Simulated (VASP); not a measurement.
Band structure of SrTe (rock salt). Computed with SCAN meta-GGA, VASP's PBE PAW potentials (set 64) (plane waves; VASP).

Unless said otherwise, spin-orbit coupling is left out, though it shifts the bands of the heavy elements here.

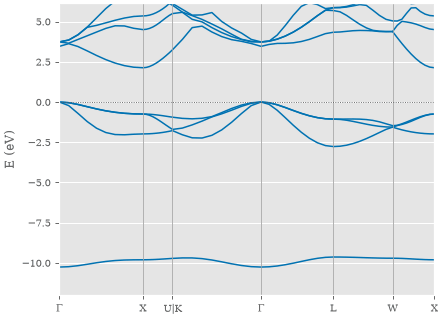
Fig. 1. Bands along high-symmetry lines, zero at the valence-band maximum or, without a gap, the Fermi level

Task: Read the plot: is there a gap, and where are the band edges?

Result: The gap is indirect, 2.13 eV, from the valence maximum at Γ to the conduction minimum at X.

The compound is SrTe in the rock salt structure. It was relaxed first.
